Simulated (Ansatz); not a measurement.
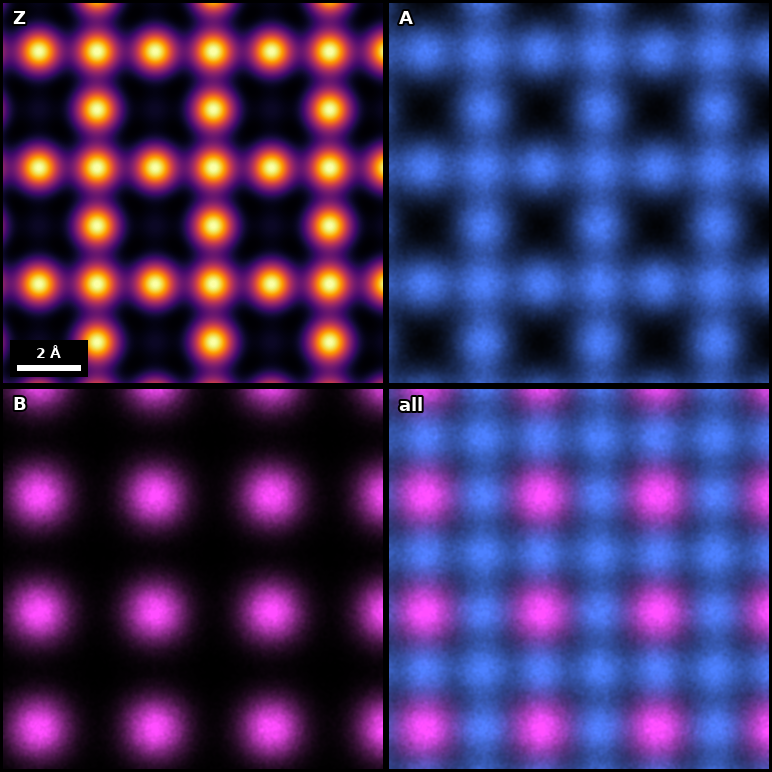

Si6C (Fm-3m, No. 225) along [001]. Panel Z: The image is simulated as a sum over atoms of Z^1.6, blurred by a 1.14 Å probe (no channelling). The probe carries 15 % of its weight in a tail 2.5 times as wide. The other panels are simulated element maps (the number of atoms of one element along the beam, blurred by 1.5 Å, with counting noise; each on its own scale, no channelling); the last overlays them. Atomic positions: coordinates from a relaxation with DFT PBE, scalar-relativistic, plane waves, PAW in Ansatz; the starting structure was generated, so it need not be a known form of this composition.

```xyz
28
Lattice="7.3451 0.0000 0.0000 0.0000 7.3451 0.0000 0.0000 0.0000 7.3451" Properties=species:S:1:pos:R:3 pbc="T T T"
Si    1.8363    5.5088    0.0000
Si    1.8363    0.0000    5.5088
Si    1.8363    1.8363    0.0000
Si    5.5088    0.0000    5.5088
Si    0.0000    1.8363    5.5088
Si    0.0000    5.5088    5.5088
C     0.0000    0.0000    0.0000
Si    1.8363    1.8363    3.6726
Si    1.8363    3.6726    1.8363
Si    1.8363    5.5088    3.6726
Si    5.5088    3.6726    1.8363
Si    0.0000    5.5088    1.8363
Si    0.0000    1.8363    1.8363
C     0.0000    3.6726    3.6726
Si    5.5088    5.5088    3.6726
Si    5.5088    0.0000    1.8363
Si    5.5088    1.8363    3.6726
Si    1.8363    0.0000    1.8363
Si    3.6726    1.8363    1.8363
Si    3.6726    5.5088    1.8363
C     3.6726    0.0000    3.6726
Si    5.5088    1.8363    0.0000
Si    5.5088    3.6726    5.5088
Si    5.5088    5.5088    0.0000
Si    1.8363    3.6726    5.5088
Si    3.6726    5.5088    5.5088
Si    3.6726    1.8363    5.5088
C     3.6726    3.6726    0.0000
```

Which element does each lettered map show?

Answer. A: Si, B: C. The projected cell (3.67 × 3.67 Å, 90°) holds 4 columns: 3 of Si and 1 of C. No column is shared by two of the mapped elements.
